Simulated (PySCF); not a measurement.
Geometry relaxation of H2

The run: geometry relaxation of H2. Method and program: RKS PBE0-D4/def2-TZVP, density fitting (PySCF 2.14.0).

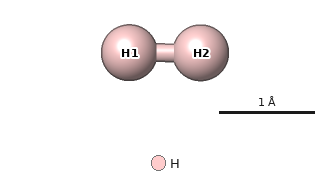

*The starting structure (ball-and-stick view, seen on its broad side; atoms are numbered from 1 in the order of the input).*

Bond lengths as drawn: H–H 0.75 Å.

**Results in brief**

- outcome: converged
- total energy: −31.7908 eV
- largest force (length of the vector) at the end: 0.001 eV/Å
- hardware: 4 threads of Arm Neoverse V2, 23 GiB of memory available, shared host
- wall time: 0.9 s (CPU time 1.2 s)
- peak memory: 0.17 GiB

**Input**
```python
import json, numpy as np
from pyscf import gto, scf, dft, mp, cc
EV, BOHR = 27.211386245988, 0.529177210903
mol = gto.M(atom="""
H 1.769497 -0.727502 0.192588
H 1.743342 0.003932 0.020242
""", basis="def2-tzvp", charge=0, spin=0, max_memory=8670, verbose=0)
def mean_field(mol, dm=None):
    mf = dft.RKS(mol, xc="pbe0").density_fit()
    mf.conv_tol = 1e-9; mf.grids.level = 4
    mf.kernel(dm0=dm)
    if not mf.converged: mf = mf.newton().run(mf.mo_coeff, mf.mo_occ)
    assert mf.converged
    return mf
def d4(mol):
    from pyscf.dispersion.dftd4 import DFTD4Dispersion
    real = gto.M(atom=[(mol.atom_pure_symbol(i), mol.atom_coord(i)) for i in range(2)], unit='B', charge=mol.charge, spin=None, basis='def2-svp', verbose=0)
    r = DFTD4Dispersion(real, xc="pbe0", atm=True).get_dispersion(grad=True); return r["energy"], r["gradient"]
def energy_and_gradient(mol, dm=None):
    mf = mean_field(mol, dm); e, g = d4(mol)
    return mf, (mf.e_tot + e) * EV, (mf.nuc_grad_method().kernel()[:2] + g) * EV / BOHR
out = {}
# rational-function steps on a BFGS-updated Hessian; the first Hessian (eV/A^2) comes from GFN2-xTB
H = np.load("h0.npy"); x = mol.atom_coords(unit="A").ravel(); dm = old = None; trust = 0.2; steps = []
for it in range(90):
    mol.set_geom_(x.reshape(-1, 3), unit="A"); mf, e, g = energy_and_gradient(mol, dm); g = g.ravel(); dm = mf.make_rdm1()
    print(f"relax step {it + 1}: E = {e:.6f} eV, largest force component {abs(g).max():.4f} eV/A", flush=True); steps.append([e, x.reshape(-1, 3).tolist(), (-g).reshape(-1, 3).tolist()])
    if abs(g).max() < 0.008: out['converged'] = True; break
    if old is not None:
        s, z = x - old[0], g - old[1]
        if s @ z > 1e-8: H = H + np.outer(z, z) / (s @ z) - np.outer(H @ s, H @ s) / (s @ H @ s)
        trust = max(0.03, trust / 2) if e > old[2] + 1e-4 else min(0.35, trust * 1.3)
    w, V = np.linalg.eigh(H); w = np.maximum(abs(w), 0.08); f = V.T @ g; M = np.diag(np.append(w, 0.0)); M[-1, :-1] = M[:-1, -1] = f
    dx = V @ (-f / (w - np.linalg.eigvalsh(M)[0])); big = np.linalg.norm(dx.reshape(-1, 3), axis=1).max(); dx *= min(1, trust / big)
    old = (x, g, e); x = x + dx
out.update(energy=e, forces=steps[-1][2], positions=steps[-1][1], steps=steps)
out['s2'] = mf.spin_square()[0]; out['nelec'] = mol.nelec
print(f"Total energy {out['energy']:.6f} eV, <S^2> {out['s2']:.4f}")
json.dump(out, open("out.json", "w"), default=float)
```

Run as:
```bash
OMP_NUM_THREADS=4 python run.py
```

**Log**
```
relax step 1: E = -31.790183 eV, largest force component 0.2027 eV/A
relax step 2: E = -31.790786 eV, largest force component 0.0304 eV/A
relax step 3: E = -31.790800 eV, largest force component 0.0006 eV/A
```

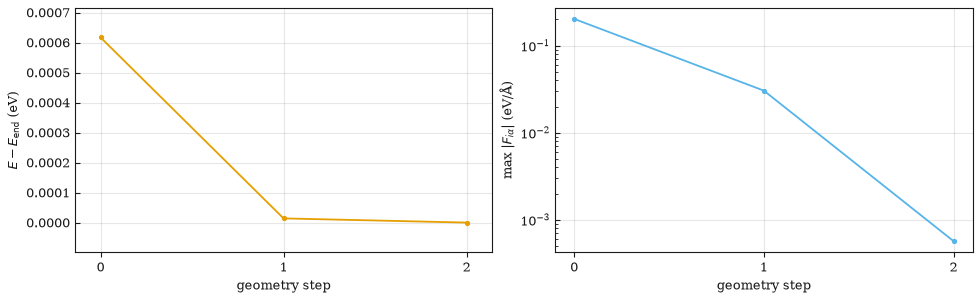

*Progress of the relaxation, step by step (the first geometry is step 0 here and step 1 in the log).*

The atoms keep their places after the best rigid fit (all moves are under 0.005 Å). Distances before and after: H1–H2 0.752 → 0.746 Å. After 2 geometry steps the energy has fallen by 0.001 eV. Largest force component: 0.2 eV/Å at the start, 0.00057 eV/Å at the end. (Atoms are counted from 1 in the order of the input.)

```
Total energy -31.790800 eV, <S^2> 0.0000
```

**Trajectory as extended XYZ (Å, eV, eV/Å), 3 frames, from step=1 to step=3**
```
2
Properties=species:S:1:pos:R:3:forces:R:3 step=1 energy=-31.79018
H     1.7695   -0.7275    0.1926   -0.0072   0.2027  -0.0478
H     1.7433    0.0039    0.0202    0.0072  -0.2027   0.0478
2
Properties=species:S:1:pos:R:3:forces:R:3 step=2 energy=-31.79079
H     1.7694   -0.7242    0.1918    0.0011  -0.0304   0.0072
H     1.7435    0.0006    0.0210   -0.0011   0.0304  -0.0072
2
Properties=species:S:1:pos:R:3:forces:R:3 step=3 energy=-31.79080
H     1.7694   -0.7246    0.1919    0.0000   0.0006  -0.0001
H     1.7434    0.0011    0.0209    0.0000  -0.0006   0.0001
```
